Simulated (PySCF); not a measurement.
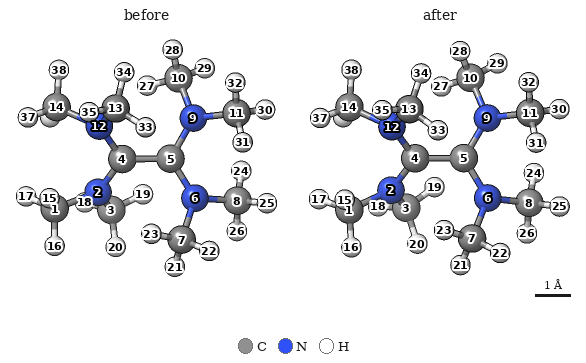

The structure of C$_{10}$H$_{24}$N$_{4}$ (charge +1, multiplicity 2) before (left) and after (right) a relaxation, at one scale.

The picture is a ball-and-stick view, seen from a free direction.

The start comes from GFN2-xTB.

Theory: PySCF, PBE0-D3(BJ)/def2-SVP geometry optimisation, gas phase. 

Q: Summarise the run.

A: The energy falls by 2.01 kcal/mol in 15 geometry steps. An H atom moves most after the best rigid fit: 0.27 Å. Largest moves by element: H 0.27 Å, C 0.11 Å, N 0.09 Å. Near-neighbour distances that change, for instance: C–C 1.413 → 1.425 Å, C–H 1.093 → 1.103 Å, C–N 1.442 → 1.447 Å. The run took 31 min on 1 thread of Intel(R) Xeon(R) Platinum 8559C, on a shared host.
